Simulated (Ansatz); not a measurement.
# Nb wire along [100], 24 atoms a period: bands along the axis

What gap, if any, does the Nb wire along [100], 24 atoms a period have, and how many channels would it open?

Program: Ansatz 0.2.0. Level of theory: DFT PBE, plane waves, PAW; relaxation of a wire's period; PAW set soft_1, in the first sound run; inputs show where later runs differ. Results are calculated unless marked as measured.

### Step 1. Set-up

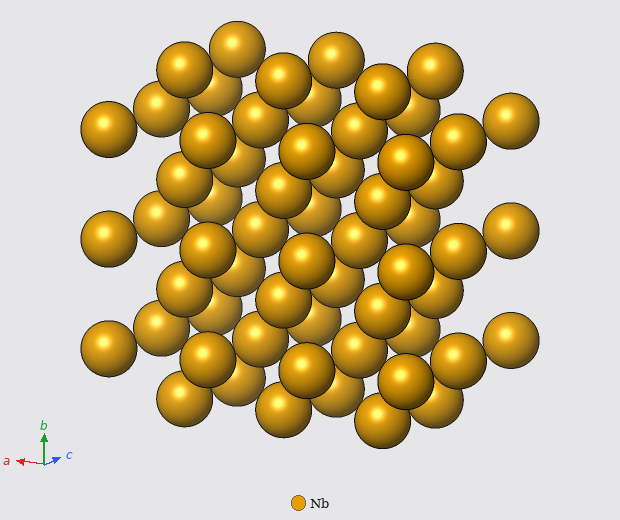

Start, viewed at a slant to the c axis; niobium orange. 1×1×2 cells are drawn. Some periodic images of atoms are drawn too.

The cell holds 24 atoms: 24 Nb. Cell: a = 16.730 Å, b = 16.730 Å, c = 3.310 Å, α = 90.0°, β = 90.0°, γ = 90.0°. Vacuum lies along a and b. The structure's axis is c.

### Step 2. Relaxing the period

Band widths follow the bond lengths, so the wire is relaxed first. The atoms and the third cell vector are free; the box across stays fixed as vacuum. A Fermi-Dirac smearing is set since the result may be a metal. The pressure printed is a third of the stress's trace over the whole box, vacuum included; only the stress along the axis is relaxed.

The input, input.yaml:

```yaml
crystal:
  lattice:
    - [16.73, 0.0, 0.0]
    - [0.0, 16.73, 0.0]
    - [0.0, 0.0, 3.31]
  atoms:
    - { symbol: Nb, position: [0.203227735, 0.302151823, 0.0] }
    - { symbol: Nb, position: [0.203227735, 0.5, 0.0] }
    - { symbol: Nb, position: [0.203227735, 0.697848177, 0.0] }
    - { symbol: Nb, position: [0.401075912, 0.302151823, 0.0] }
    - { symbol: Nb, position: [0.401075912, 0.5, 0.0] }
    - { symbol: Nb, position: [0.401075912, 0.697848177, 0.0] }
    - { symbol: Nb, position: [0.598924088, 0.302151823, 0.0] }
    - { symbol: Nb, position: [0.598924088, 0.5, 0.0] }
    - { symbol: Nb, position: [0.598924088, 0.697848177, 0.0] }
    - { symbol: Nb, position: [0.796772265, 0.302151823, 0.0] }
    - { symbol: Nb, position: [0.796772265, 0.5, 0.0] }
    - { symbol: Nb, position: [0.796772265, 0.697848177, 0.0] }
    - { symbol: Nb, position: [0.302151823, 0.203227735, 0.5] }
    - { symbol: Nb, position: [0.302151823, 0.401075912, 0.5] }
    - { symbol: Nb, position: [0.302151823, 0.598924088, 0.5] }
    - { symbol: Nb, position: [0.302151823, 0.796772265, 0.5] }
    - { symbol: Nb, position: [0.5, 0.203227735, 0.5] }
    - { symbol: Nb, position: [0.5, 0.401075912, 0.5] }
    - { symbol: Nb, position: [0.5, 0.598924088, 0.5] }
    - { symbol: Nb, position: [0.5, 0.796772265, 0.5] }
    - { symbol: Nb, position: [0.697848177, 0.203227735, 0.5] }
    - { symbol: Nb, position: [0.697848177, 0.401075912, 0.5] }
    - { symbol: Nb, position: [0.697848177, 0.598924088, 0.5] }
    - { symbol: Nb, position: [0.697848177, 0.796772265, 0.5] }
kpoints:
  mp_grid: { grid: [1, 1, 25] }
scf:
  occupations: { method: fermi_dirac, width: 0.05 }
hamiltonian:
  xc: pbe
  pseudopotentials: { kind: paw, azcp: { folder: soft_1 } }
relax:
  cell: { fix: [a, b, alpha, beta, gamma] }
  max_steps: 45
  f_tol: 0.03
```

Run with:

```console
ansatz run input.yaml --threads 4 --pin off --max-ram 16384MiB --backend cpu --events-out ev --progress --plain --runs-dir out
```

Numbers of over 12 decimals in the logs are rounded to 6 here.

Log:

```text
Engine: ansatz 0.2.0, x86_64-unknown-linux-gnu
Pseudopotentials: kind: paw
Pseudopotential: Nb, paw, valence charge 13, recommended cutoff 420 eV (normal), soft_1/Nb.paw.azcp
Functional definition: PBE
  parameter kappa = 0.804
  parameter beta = 0.066725
  exchange = pbe_x(kappa = kappa, mu = beta*pi^2/3)
  correlation = pbe_c(beta = beta)
Crystal: 24 atoms, lattice volume = 926.445 Å³
Basis set: ecut = 420 eV, 18171 PW (Γ), exchange–correlation on 240×240×48 points (8 copies of the dense FFT grid, shifted against one another)
Bands: 188, of which v1, the nominal top of the filled ones, is band 156 counted from 1 (155 counted from 0)
Symmetry: 16 space group operations
Space group: P42/mmc (ITA 131), of the structure as read, at distance tolerance 9.7e-5 Å
k-points: 13 of 25
Non-local potential: Nb, projectors of the file, l = 0: 3, l = 1: 2, l = 2: 2, l = 3: 1
PAW form: soft (Blöchl's): semilocal exchange-correlation on the pseudo side does not see the compensation charge
PAW one-centre angular grid: Nb, 590 points (default); XC on 64 Gauss nodes
Initial density: superposition of atomic densities (neutral atoms: chi_scale 0, normalization atom)
Initial wavefunctions: pseudopotential atomic-orbital guess
Functional: x = pbe(κ = 0.804, μ = 0.219515), c = pbe(β = 0.066725)
SCF iter   1: F=—  HF=-109268.267997 eV  |F-HF|=—  |Δ(HF+E_count)|=         —  Δρ=7.13e-2  dr2=4.72e2  ethr=3.10e-3  ⟨swp⟩=9.3  Hψ=10619  notcnv=0  defer=24
preconditioner: auto → LDOS  [metal: Δε(μ)=0.004 eV  Ē_g=3.748 eV  σ=0.050 eV  W_gap=0.02  n_scr=186 (ndim 8)  ℏωp=13.4 eV  f_vac=0.370  D(μ)=16.17/eV (n_scr^D=68)  β→1.0]
SCF iter   2: F=—  HF=-109311.708326 eV  |F-HF|=—  |Δ(HF+E_count)|=    4.34e1  Δρ=1.24e-1  dr2=3.25e3  ethr=3.10e-3  ⟨swp⟩=11.0  Hψ=15039  notcnv=0  defer=85  recentre
SCF iter   3: F=—  HF=-109243.657071 eV  |F-HF|=—  |Δ(HF+E_count)|=    6.81e1  Δρ=4.22e-2  dr2=2.14e2  ethr=3.10e-3  ⟨swp⟩=7.7  Hψ=11474  notcnv=0  defer=32
SCF iter   4: F=—  HF=-109233.228460 eV  |F-HF|=—  |Δ(HF+E_count)|=    1.04e1  Δρ=6.46e-3  dr2=2.74e0  ethr=3.10e-3  ⟨swp⟩=5.3  Hψ=5248  notcnv=0  defer=66
SCF iter   5: F=—  HF=-109233.138334 eV  |F-HF|=—  |Δ(HF+E_count)|=   9.01e-2  Δρ=2.61e-3  dr2=5.00e-1  ethr=8.79e-4  ⟨swp⟩=6.4  Hψ=4390  notcnv=0  defer=46
SCF iter   6: F=—  HF=-109233.136935 eV  |F-HF|=—  |Δ(HF+E_count)|=   1.40e-3  Δρ=1.08e-3  dr2=7.81e-2  ethr=1.60e-4  ⟨swp⟩=3.5  Hψ=3807  notcnv=0  defer=49
SCF iter   7: F=—  HF=-109233.133646 eV  |F-HF|=—  |Δ(HF+E_count)|=   3.29e-3  Δρ=3.08e-4  dr2=1.65e-3  ethr=2.50e-5  ⟨swp⟩=2.5  Hψ=3314  notcnv=0  defer=42
SCF iter   8: F=—  HF=-109233.133974 eV  |F-HF|=—  |Δ(HF+E_count)|=   3.28e-4  Δρ=1.31e-4  dr2=7.73e-4  ethr=5.29e-7  ⟨swp⟩=3.2  Hψ=4614  notcnv=0  defer=42
SCF iter   9: F=—  HF=-109233.134005 eV  |F-HF|=—  |Δ(HF+E_count)|=   3.09e-5  Δρ=4.56e-5  dr2=1.90e-4  ethr=2.48e-7  ⟨swp⟩=2.0  Hψ=3181  notcnv=0  defer=42
SCF iter  10: F=—  HF=-109233.134020 eV  |F-HF|=—  |Δ(HF+E_count)|=   1.54e-5  Δρ=1.69e-5  dr2=1.22e-5  ethr=6.10e-8  ⟨swp⟩=2.0  Hψ=2782  notcnv=0  defer=42
SCF iter  11: F=—  HF=-109233.133960 eV  |F-HF|=—  |Δ(HF+E_count)|=   6.05e-5  Δρ=6.83e-6  dr2=1.60e-6  ethr=3.92e-9  ⟨swp⟩=2.4  Hψ=3328  notcnv=0  defer=42
SCF iter  12: F=—  HF=-109233.133960 eV  |F-HF|=—  |Δ(HF+E_count)|=   7.98e-8  Δρ=2.07e-6  dr2=1.24e-7  ethr=5.13e-10  ⟨swp⟩=2.5  Hψ=3274  notcnv=0  defer=42
SCF iter  13: F=-109233.133960 eV  HF=-109233.133960 eV  |F-HF|=1.99e-9  |Δ(HF+E_count)|=   3.35e-8  Δρ=7.23e-7  dr2=9.67e-9  ethr=3.21e-11  ⟨swp⟩=5.6  Hψ=7369  notcnv=0
SCF 1 converged in 13 iterations: F = -109233.133960 eV  dr2 = 9.67e-9
  greatest PAW one-centre occupation: 0.998 electrons in one spin orbital (limit 2), on the Nb atom at site 22 (counted from 0), in its partial waves of l = 0
relax step   1: F+E_penalty+E_count = -109233.13395988 eV  Δ(F+E_penalty+E_count) = +0.000e0 eV  max|allowed force component| = 1.776e0 eV/Å  Δτ_max = 0.0000 Å  P = -5.521 GPa  Ω = 926.445 Å³  fix = [a, b, alpha, beta, gamma]  reactions: a -4.836, b -4.836 GPa  (13 SCF iters, dr2 threshold 1.00e-7 eV, accepted)
Crystal: 24 atoms, lattice volume = 881.295 Å³
Basis set: ecut = 420 eV, 17219 PW (Γ), exchange–correlation on 240×240×48 points (8 copies of the dense FFT grid, shifted against one another)
Initial density: handed on by an earlier stage of this run
Initial wavefunctions: those handed on with the density
SCF iter   1: F=—  HF=-109236.044089 eV  |F-HF|=—  |Δ(HF+E_count)|=         —  Δρ=2.03e-2  dr2=1.69e1  ethr=3.10e-3  ⟨swp⟩=8.8  Hψ=10861  notcnv=0  defer=17
preconditioner: auto → LDOS  [metal: Δε(μ)=0.014 eV  Ē_g=3.100 eV  σ=0.050 eV  W_gap=0.07  n_scr=178 (ndim 8)  ℏωp=13.7 eV  f_vac=0.404  D(μ)=28.69/eV (n_scr^D=226)  β→1.0]
SCF iter   2: F=—  HF=-109235.098852 eV  |F-HF|=—  |Δ(HF+E_count)|=   9.45e-1  Δρ=9.20e-3  dr2=2.73e0  ethr=3.10e-3  ⟨swp⟩=3.0  Hψ=4042  notcnv=0  defer=82
SCF iter   3: F=—  HF=-109234.900380 eV  |F-HF|=—  |Δ(HF+E_count)|=   1.98e-1  Δρ=3.48e-3  dr2=5.35e-1  ethr=8.75e-4  ⟨swp⟩=3.0  Hψ=3764  notcnv=0  defer=82
SCF iter   4: F=—  HF=-109234.837873 eV  |F-HF|=—  |Δ(HF+E_count)|=   6.25e-2  Δρ=9.72e-4  dr2=3.68e-2  ethr=1.71e-4  ⟨swp⟩=2.0  Hψ=3691  notcnv=0  defer=82
SCF iter   5: F=—  HF=-109234.835286 eV  |F-HF|=—  |Δ(HF+E_count)|=   2.59e-3  Δρ=2.99e-4  dr2=3.53e-3  ethr=1.18e-5  ⟨swp⟩=2.0  Hψ=3408  notcnv=0  defer=82
SCF iter   6: F=—  HF=-109234.835237 eV  |F-HF|=—  |Δ(HF+E_count)|=   4.93e-5  Δρ=9.82e-5  dr2=2.61e-4  ethr=1.13e-6  ⟨swp⟩=2.0  Hψ=3365  notcnv=0  defer=82
SCF iter   7: F=—  HF=-109234.835301 eV  |F-HF|=—  |Δ(HF+E_count)|=   6.37e-5  Δρ=3.77e-5  dr2=4.51e-5  ethr=8.36e-8  ⟨swp⟩=2.2  Hψ=3471  notcnv=0  defer=82
SCF iter   8: F=—  HF=-109234.835313 eV  |F-HF|=—  |Δ(HF+E_count)|=   1.22e-5  Δρ=1.26e-5  dr2=7.87e-6  ethr=1.45e-8  ⟨swp⟩=2.2  Hψ=3183  notcnv=0  defer=82
SCF iter   9: F=-109234.835313 eV  HF=-109234.835314 eV  |F-HF|=5.65e-7  |Δ(HF+E_count)|=   6.65e-7  Δρ=5.56e-6  dr2=1.01e-6  ethr=7.69e-10  ⟨swp⟩=5.0  Hψ=7769  notcnv=0
SCF 2 converged in 9 iterations: F = -109234.835313 eV  dr2 = 1.01e-6
relax step   2: F+E_penalty+E_count = -109234.83531310 eV  Δ(F+E_penalty+E_count) = -1.701e0 eV  max|allowed force component| = 8.569e-1 eV/Å  Δτ_max = 0.1761 Å  P = +2.325 GPa  Ω = 881.295 Å³  energy of the carried Pulay correction = +2.845e-3 eV  fix = [a, b, alpha, beta, gamma]  reactions: a +1.873, b +1.873 GPa  (9 SCF iters, dr2 threshold 2.40e-6 eV, accepted)
Crystal: 24 atoms, lattice volume = 895.772 Å³
[...]
relax step   7: F+E_penalty+E_count = -109235.29591855 eV  Δ(F+E_penalty+E_count) = -2.258e-3 eV  max|allowed force component| = 1.199e-1 eV/Å  Δτ_max = 0.0186 Å  P = -0.067 GPa  Ω = 902.229 Å³  energy of the carried Pulay correction = +1.508e-3 eV  fix = [a, b, alpha, beta, gamma]  reactions: a -0.163, b -0.163 GPa  (7 SCF iters, dr2 threshold 8.17e-7 eV, accepted)
[...]
relax step   8: F+E_penalty+E_count = -109235.29950672 eV  Δ(F+E_penalty+E_count) = -3.588e-3 eV  max|allowed force component| = 3.237e-2 eV/Å  Δτ_max = 0.0151 Å  P = -0.094 GPa  Ω = 905.126 Å³  energy of the carried Pulay correction = +1.326e-3 eV  fix = [a, b, alpha, beta, gamma]  reactions: a -0.090, b -0.090 GPa  (6 SCF iters, dr2 threshold 8.98e-7 eV, accepted)
[...]
relax step   9: F+E_penalty+E_count = -109235.30053491 eV  Δ(F+E_penalty+E_count) = -1.028e-3 eV  max|allowed force component| = 3.289e-3 eV/Å  Δτ_max = 0.0048 Å  P = -0.067 GPa  Ω = 903.876 Å³  energy of the carried Pulay correction = +1.404e-3 eV  fix = [a, b, alpha, beta, gamma]  reactions: a -0.101, b -0.101 GPa  (7 SCF iters, dr2 threshold 6.55e-8 eV, accepted)
Initial wavefunctions: pseudopotential atomic-orbital guess (no wavefunctions were taken with the density)
iter 1 solved again at ethr=2.44e-6 eV; its pass at ethr=3.10e-3 eV (dr2=7.60e-3 eV) is discarded
SCF iter   1: F=—  HF=-109235.299117 eV  |F-HF|=—  |Δ(HF+E_count)|=         —  Δρ=2.87e-5  dr2=1.06e-6  ethr=2.44e-6  ⟨swp⟩=4.4  Hψ=16273  notcnv=0
eigensolver tolerance schedule: the retry pair's looser diagonalisation over-reported the residual by 7164.91 of it (diagonalisation noise at an unbounded share of the residual, at the tolerance the schedule requests for it); recorded, not acted on — ethr = c·dr2/N_el stays at c = 1.0e-1
preconditioner: auto → LDOS  [metal: Δε(μ)=0.009 eV  Ē_g=2.937 eV  σ=0.050 eV  W_gap=0.04  n_scr=194 (ndim 8)  ℏωp=13.5 eV  f_vac=0.407  D(μ)=31.44/eV (n_scr^D=250)  β→1.0]
SCF iter   2: F=—  HF=-109235.299151 eV  |F-HF|=—  |Δ(HF+E_count)|=   3.37e-5  Δρ=5.42e-6  dr2=2.37e-7  ethr=3.40e-10  ⟨swp⟩=4.2  Hψ=7011  notcnv=0
SCF iter   3: F=—  HF=-109235.299150 eV  |F-HF|=—  |Δ(HF+E_count)|=   4.60e-8  Δρ=1.38e-6  dr2=2.43e-8  ethr=7.60e-11  ⟨swp⟩=2.2  Hψ=4431  notcnv=0
SCF iter   4: F=—  HF=-109235.299150 eV  |F-HF|=—  |Δ(HF+E_count)|=   2.26e-9  Δρ=3.97e-7  dr2=4.14e-9  ethr=7.80e-12  ⟨swp⟩=2.3  Hψ=4279  notcnv=0
SCF iter   5: F=-109235.299150 eV  HF=-109235.299150 eV  |F-HF|=1.89e-10  |Δ(HF+E_count)|=  4.22e-10  Δρ=1.05e-7  dr2=2.28e-10  ethr=1.00e-12  ⟨swp⟩=3.2  Hψ=9816  notcnv=0
SCF 10 converged in 5 iterations: F = -109235.299150 eV  dr2 = 2.28e-10
relax step  10: F+E_penalty+E_count = -109235.29915049 eV  Δ(F+E_penalty+E_count) = +1.384e-3 eV  max|allowed force component| = 3.385e-3 eV/Å  Δτ_max = 0.0000 Å  P = -0.066 GPa  Ω = 903.876 Å³  fix = [a, b, alpha, beta, gamma]  reactions: a -0.100, b -0.100 GPa  stress off target by 2.28e-3 GPa on what of the cell is left free  SCF on the basis re-selected at this cell (its energy is not comparable with the rows above)  (5 SCF iters)
basis re-selected at this cell: Δ(F+E_penalty+E_count) = +1.384e-3 eV, ΔP = +0.001 GPa vs the last step (what re-selecting the basis moved, of the pressure what is left beyond the Pulay correction that the steps carried, after the strain that the cell walked since its last selection, with what the two solves' SCF thresholds leave and, on support functions, any second-order correction that the steps lacked; it is no m [...]
SCF converged after 5 iterations
Free energy (F): -109235.299150 eV
Harris-Foulkes:  -109235.299150 eV  (|F-HF|=1.89e-10)
Internal energy: -109235.042848 eV  (E = F + TS)
E sigma→0 (E₀):  -109235.170999 eV
Entropy (-TS):   -0.256302 eV (-10.679 meV/atom)
Fermi energy:    7.007223 eV
--- Per-component energies (eV) ---
  E_band       = -5037.964582
  E_kinetic    = 8947.148328
  E_local      = -125240.557241  (includes V_loc(G=0)·N_el)
  E_nonlocal   = 2304.348570
  E_hartree    = 58289.820921
  E_xc         = -3959.718416
  E_vxc        = -4791.296365  (∫ρ·V_xc dr)
  E_paw        = -73980.274124  (= ΣΔE_a)
  E_vpaw       = -2837.249333  (= ΣTr[D̂ρ^β])
  E_aug_tail   = 0.001031  (compensation charges beyond the density's cutoff)
  E_ewald      = 24404.188083
  E_smearing   = -0.256302  (= −TS)
  E_closure    = 0.000000  (closes the sum)
  Σ components = -109235.299150   (vs F -109235.299150, Δ=0.00e0)
--- Forces (eV/Å), atoms counted from 1 ---
  atom   1  Nb    -0.00338470     0.00061641     0.00000000
  atom   2  Nb     0.00004723     0.00000000     0.00000000
  atom   3  Nb    -0.00338470    -0.00061641     0.00000000
  atom   4  Nb     0.00013718     0.00235016     0.00000000
  atom   5  Nb    -0.00028209     0.00000000     0.00000000
  atom   6  Nb     0.00013718    -0.00235016     0.00000000
  atom   7  Nb    -0.00013718     0.00235016     0.00000000
  atom   8  Nb     0.00028209     0.00000000     0.00000000
  atom   9  Nb    -0.00013718    -0.00235016     0.00000000
  atom  10  Nb     0.00338470     0.00061641     0.00000000
  atom  11  Nb    -0.00004723     0.00000000     0.00000000
  atom  12  Nb     0.00338470    -0.00061641     0.00000000
  atom  13  Nb     0.00061641    -0.00338470     0.00000000
  atom  14  Nb     0.00235016     0.00013718     0.00000000
  atom  15  Nb     0.00235016    -0.00013718     0.00000000
  atom  16  Nb     0.00061641     0.00338470     0.00000000
  atom  17  Nb     0.00000000     0.00004723     0.00000000
  atom  18  Nb     0.00000000    -0.00028209     0.00000000
  atom  19  Nb     0.00000000     0.00028209     0.00000000
  atom  20  Nb     0.00000000    -0.00004723     0.00000000
  atom  21  Nb    -0.00061641    -0.00338470     0.00000000
  atom  22  Nb    -0.00235016     0.00013718     0.00000000
  atom  23  Nb    -0.00235016    -0.00013718     0.00000000
  atom  24  Nb    -0.00061641     0.00338470     0.00000000
  max |Σ_I F_I| component: 6.51e-19 eV/Å
--- Stress (GPa, compression-positive) ---
       -0.100062       0.000000       0.000000
        0.000000      -0.100062       0.000000
        0.000000       0.000000       0.002282
  P = ⅓ Tr σ = -0.0659 GPa (-0.659 kbar)
--- Relaxed structure (9 steps of the walk, 9 accepted, 1 SCFs on fresh bases) ---
  F+E_penalty+E_count = -109235.29915049 eV   max|allowed force component| = 3.385e-3 eV/Å   (the final SCF, on the basis selected at the relaxed cell)
  cell:  # Å, volume = 903.8756 Å³
    - [16.73, 0.0, 0.0]
    - [0.0, 16.73, 0.0]
    - [0.0, 0.0, 3.229362]
  atoms:
    - { symbol: Nb, position: [0.211744, 0.297896, 0.0] }
    - { symbol: Nb, position: [0.211890, 0.5, 0.0] }
    - { symbol: Nb, position: [0.211744, 0.702104, 0.0] }
    - { symbol: Nb, position: [0.400735, 0.301539, 0.0] }
    - { symbol: Nb, position: [0.399493, 0.5, 0.0] }
    - { symbol: Nb, position: [0.400735, 0.698461, 0.0] }
    - { symbol: Nb, position: [0.599265, 0.301539, 0.0] }
    - { symbol: Nb, position: [0.600507, 0.5, 0.0] }
    - { symbol: Nb, position: [0.599265, 0.698461, 0.0] }
    - { symbol: Nb, position: [0.788256, 0.297896, 0.0] }
    - { symbol: Nb, position: [0.788110, 0.5, 0.0] }
    - { symbol: Nb, position: [0.788256, 0.702104, 0.0] }
    - { symbol: Nb, position: [0.297896, 0.211744, 0.5] }
    - { symbol: Nb, position: [0.301539, 0.400735, 0.5] }
    - { symbol: Nb, position: [0.301539, 0.599265, 0.5] }
    - { symbol: Nb, position: [0.297896, 0.788256, 0.5] }
    - { symbol: Nb, position: [0.5, 0.211890, 0.5] }
    - { symbol: Nb, position: [0.5, 0.399493, 0.5] }
    - { symbol: Nb, position: [0.5, 0.600507, 0.5] }
    - { symbol: Nb, position: [0.5, 0.788110, 0.5] }
    - { symbol: Nb, position: [0.702104, 0.211744, 0.5] }
    - { symbol: Nb, position: [0.698461, 0.400735, 0.5] }
    - { symbol: Nb, position: [0.698461, 0.599265, 0.5] }
    - { symbol: Nb, position: [0.702104, 0.788256, 0.5] }
```

Run time: 6.3 min. Hardware: 4 threads of Intel Xeon Platinum 8375C at 2.90GHz (Ice Lake), shared host; peak memory 4.3 GiB; 24 min of CPU time.

(Continued in part 2 of 2.)

[Logs are printed without paths, hosts, clocks, repeated set-up lines and the standing remarks that a program may print on its own settings, such as how far it seeks lower states.]

[Hosts, paths, dates, database ids (printed as entryN), source tags and the programs' standing remarks are cut or masked in the printed files.]
